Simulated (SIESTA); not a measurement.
# Converging the k-point mesh at a smearing width of 0.05 eV: Mg (P-3m1, 2 atoms in the cell)

```
Mg
1.0
    1.60018    -2.77160     0.00000
    1.60018     2.77160     0.00000
    0.00000     0.00000     5.19437
Mg
2
Direct
  0.33333   0.66667   0.25963
  0.66667   0.33333   0.75000
```

Computed with LDA PW92, numerical atomic orbitals DZP, PseudoDojo LDA standard norm-conserving potentials (rewritten from UPF to PSML) (SIESTA 5.4.2).

Base settings: XC.functional = LDA; XC.authors = PW92; potentials = PseudoDojo LDA standard; PAO.BasisSize = DZP; PAO.EnergyShift = 0.005 Ry; MeshCutoff = 350 Ry; kgrid.MonkhorstPack = 12 12 7; OccupationFunction = FD; ElectronicTemperature = 0.1 eV; MaxSCFIterations = 150.

In this ladder: ElectronicTemperature = 0.05 eV.

The second cell is the first with its lattice scaled by 0.98.

Only quantities that move along the ladder and can be compared are tabulated.

The starting cell has typed, rounded lattice constants, without a prior relaxation at this level. Its lattice was rescaled by up to half a per cent. One atom was moved a little off its site on purpose. Values carry the incompleteness of an atom-centred basis.

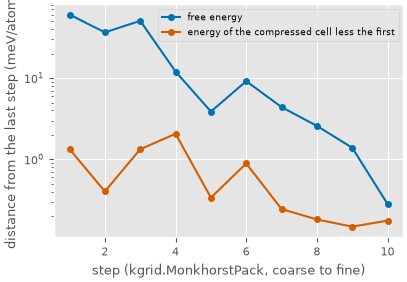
Figure. Distance from the last step along the ladder; very small values are drawn at a floor.

| kgrid.MonkhorstPack | free energy less the last step's (meV/atom) | energy of the compressed cell less the first (meV/atom) | pressure (GPa) | largest difference of a force vector from the last step's (eV/Å) |
|---|---|---|---|---|
| 4 4 3 | -60.54 | 16.52 | 0.57 | 0.013 |
| 5 5 3 | -36.58 | 18.25 | 0.77 | 0.031 |
| 6 6 3 | 50.70 | 19.18 | 0.90 | 0.010 |
| 7 7 4 | -12.04 | 19.91 | 0.97 | 0.041 |
| 9 9 5 | 3.87 | 17.51 | 0.74 | 0.000 |
| 11 11 6 | -9.17 | 16.96 | 0.65 | 0.002 |
| 13 13 7 | 4.40 | 18.10 | 0.81 | 0.003 |
| 16 16 9 | 2.58 | 18.03 | 0.78 | 0.002 |
| 19 19 10 | 1.39 | 18.00 | 0.78 | 0.002 |
| 23 23 13 | 0.28 | 18.03 | 0.79 | 0.001 |
| 28 28 15 | 0.00 | 17.85 | 0.77 | 0.000 |

Coarsest kgrid.MonkhorstPack that holds the pressure within 0.1 GPa of the last step, with all finer ones: 13 13 7; the step before is off by 0.12 GPa.

Coarsest kgrid.MonkhorstPack that holds the forces within 0.02 eV/Å of the last step, with all finer ones: 9 9 5; the step before is off by 0.041 eV/Å.

Coarsest kgrid.MonkhorstPack that holds the free energy within 1 meV/atom of the last step, with all finer ones: 23 23 13; the step before is off by 1.4 meV/atom.

The energy difference between the two cells stays within 1 meV/atom of the last step's from 9 9 5 on, the total only from 23 23 13 on: much of the error is common to both cells and cancels.
